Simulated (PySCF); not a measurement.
# C₅H₃BF₂: electronic excitations

Wanted: the electronic excitations of C₅H₃BF₂ (`BC#CC#CC(F)F`), by calculation.

Computed with PySCF 2.14.0, with density-fitted response routines of our own, on a single molecule in the gas phase. Atoms are numbered from 0 throughout.

### Step 1. The starting structure

11 atoms, charge 0, multiplicity 1; geometry from: GFN2-xTB.

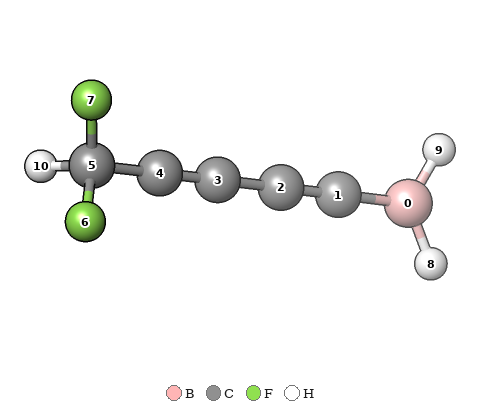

As it starts; boron pink, carbon grey, fluorine green, hydrogen white, atoms numbered.

### Step 2. TDDFT and polarisability: PBE0/def2-SVPD

The job: settings as JSON, then the geometry in Å.

```
{"job": {"kind": "uv", "xc": "PBE0", "basis": "def2-SVPD", "nstates": 8, "ntriplets": 3}, "charge": 0, "multiplicity": 1}
B      2.978336    -0.150284     2.186828
C      1.782400    -0.125011     1.300234
C      0.803165    -0.107320     0.573124
C     -0.284097    -0.087676    -0.228841
C     -1.247837    -0.097325    -0.960196
C     -2.419798    -0.075408    -1.810159
F     -3.566551    -0.125191    -1.082323
F     -2.486719     1.066080    -2.544957
H      2.929196    -0.740065     3.194956
H      3.947793     0.413811     1.857794
H     -2.430463    -0.929019    -2.512423
```

Method: TDDFT PBE0/def2-SVPD, vertical, gas phase, core orbitals frozen in the response.

Started as:

```bash
OMP_NUM_THREADS=1 python probes_run.py task.json out
```

This one command runs all jobs of the session in turn.

Log:

```text
coarse grid: 10552 points
cycle   1  E = -415.8157987915  dE =  1.184e+00  |g| = 6.831e-01  |ddm| = 2.671e+01
cycle   2  E = -415.6744322427  dE =  1.414e-01  |g| = 1.083e+00  |ddm| = 5.512e+00
cycle   3  E = -415.8918525793  dE = -2.174e-01  |g| = 2.269e-01  |ddm| = 2.027e+00
cycle   4  E = -415.9053748664  dE = -1.352e-02  |g| = 7.846e-02  |ddm| = 8.133e-01
cycle   5  E = -415.9070751268  dE = -1.700e-03  |g| = 1.818e-02  |ddm| = 3.049e-01
cycle   6  E = -415.9071474951  dE = -7.237e-05  |g| = 3.027e-03  |ddm| = 1.069e-01
cycle   7  E = -415.9071494955  dE = -2.000e-06  |g| = 1.117e-03  |ddm| = 2.346e-02
final grid: 106576 points
cycle   8  E = -415.9710880721  dE = -2.985e-05  |g| = 6.465e-03  |ddm| = 2.443e-01
cycle   9  E = -415.9710765558  dE =  1.152e-05  |g| = 1.015e-02  |ddm| = 1.013e-01
cycle  10  E = -415.9710958851  dE = -1.933e-05  |g| = 2.080e-03  |ddm| = 2.384e-02
cycle  11  E = -415.9710969744  dE = -1.089e-06  |g| = 5.848e-04  |ddm| = 1.159e-02
cycle  12  E = -415.9710970520  dE = -7.760e-08  |g| = 7.237e-05  |ddm| = 3.227e-03
cycle  13  E = -415.9710970532  dE = -1.203e-09  |g| = 2.913e-05  |ddm| = 6.526e-04
cycle  14  E = -415.9710970533  dE = -5.139e-11  |g| = 3.014e-05  |ddm| = 2.145e-04
converged SCF energy = -415.9710970533

Static polarisability (au): isotropic 89.925, principal 47.571 52.146 170.057

Singlet excitations
state   eV       nm        f      main configurations
  1   3.0998    400.0   0.00001   H->L 0.99
  2   4.2073    294.7   0.06229   H-1->L 0.69, H->L+1 0.30
  3   5.0406    246.0   0.00007   H-1->L+1 0.97
  4   5.5403    223.8   0.00004   H-2->L 0.84, H->L+2 0.12
  5   6.2313    199.0   1.35401   H->L+1 0.48, H-1->L 0.25, H-1->L+2 0.20
  6   6.2949    197.0   0.00197   H->L+2 0.77, H-2->L 0.11, H-5->L 0.10
  7   6.4537    192.1   0.00002   H-5->L 0.85
  8   6.5735    188.6   0.00156   H-3->L 0.73, H-4->L 0.10, H-2->L+1 0.10

Triplet excitations (Tamm-Dancoff, eV): 2.8122 3.0098 3.7749
```

Wall time 56 s (1 thread of Arm Neoverse N1, shared host); peak memory 0.72 GiB.

Frontier orbitals and where they lie:

| orbital | eV | atoms |
| --- | --- | --- |
| HOMO−3 | -10.79 | F7 17 %, F6 17 %, C2 13 % |
| HOMO−2 | -10.40 | B0 21 %, C3 21 %, C4 15 % |
| HOMO−1 | -8.49 | C1 27 %, C4 23 %, C3 19 % |
| HOMO | -7.94 | C1 23 %, C2 23 %, C4 22 % |
| LUMO | -3.21 | B0 31 %, C1 18 %, C2 17 % |
| LUMO+1 | -1.66 | C1 21 %, C4 21 %, C3 19 % |
| LUMO+2 | -0.25 | B0 22 %, C3 16 %, C4 14 % |

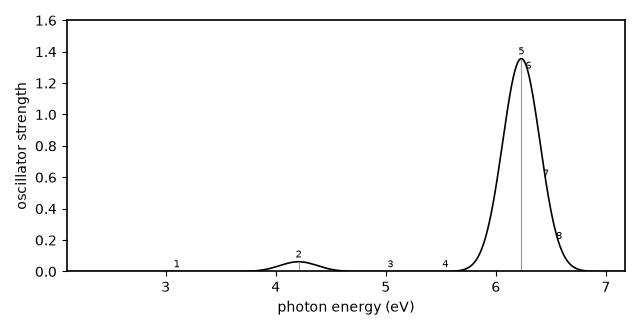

Absorption spectrum from the 8 singlet states computed; above the last one it falls off for lack of states. Lines are broadened to a width of 0.40 eV (Gaussian).

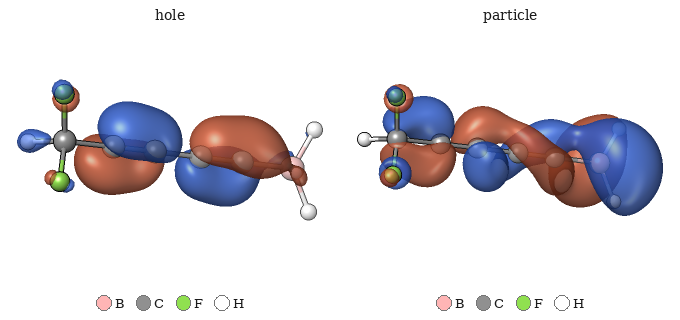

Leading natural transition orbitals of singlet state 5: the electron leaves the hole (left) for the particle orbital (right).

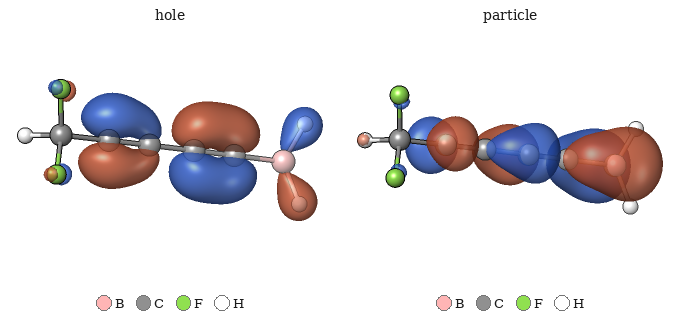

Leading natural transition orbitals of singlet state 1: the electron leaves the hole (left) for the particle orbital (right).

Further results of this job:

| property | computed |
| --- | --- |
| dipole moment (D) | 1.77 |
| polarisability (Å³) | 13.33 |
| HOMO–LUMO gap (eV) | 4.73 |
| −ε(HOMO) (eV) | 7.94 |

The fields below are evaluated on a grid from the run's orbitals.

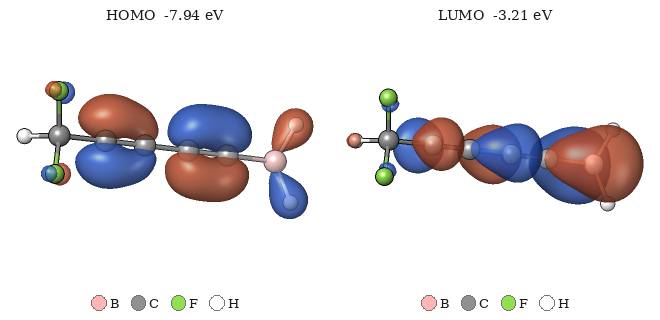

PBE0/def2-SVPD orbitals near the gap, drawn at the value that encloses 70 % of each; the two colours are the two signs.

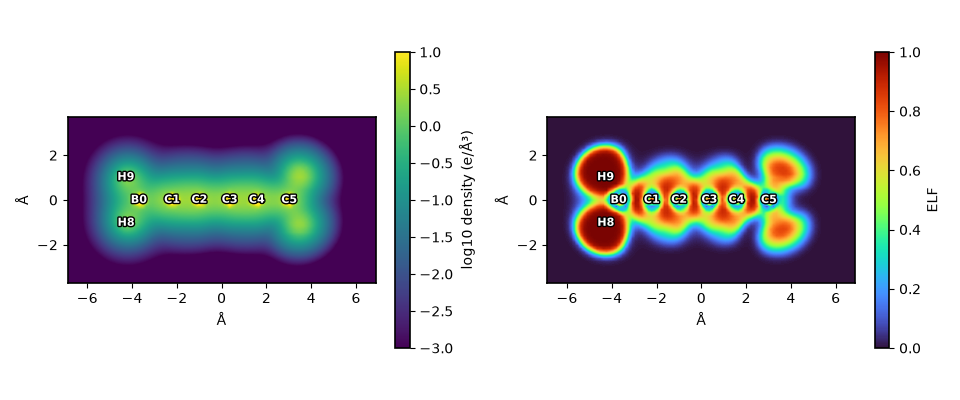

Density (left) and ELF (right) in a plane through or near 8 of the atoms.

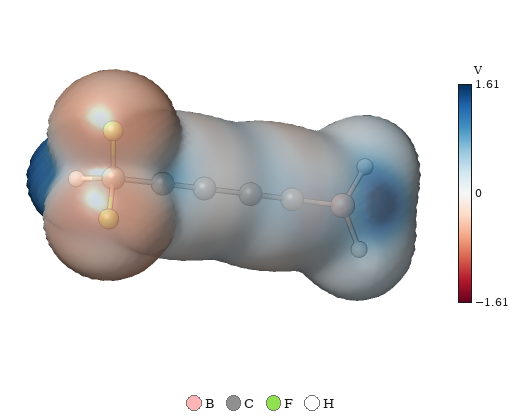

The potential that a unit positive charge feels on the 0.002 e/bohr³ surface, from -0.64 V near F7 to 1.61 V near B0.

### Step 3. What came out

| quantity | value |
| --- | --- |
| lowest singlet (PBE0/def2-SVPD) | 3.10 eV (400 nm), f = 0.000 |
| brightest single state of those computed | state 5, 6.23 eV, f = 1.354 |
| lowest triplet | 2.81 eV |
| surface potential, least and greatest | -0.64 V and 1.61 V |

In words: The first singlet state (HOMO→LUMO 0.99) lies at 3.10 eV and is dark; of the 8 states computed, the strongest absorption comes from state 5 at 6.23 eV. The lowest triplet lies 0.29 eV below the lowest singlet (triplets in Tamm-Dancoff, singlets in full TDDFT). By nearest atom (PBE0/def2-SVPD), the HOMO sits on C1, C2, C4 about 25 % each; C3 9 % and the LUMO on B0 32 %; C2 19 %.
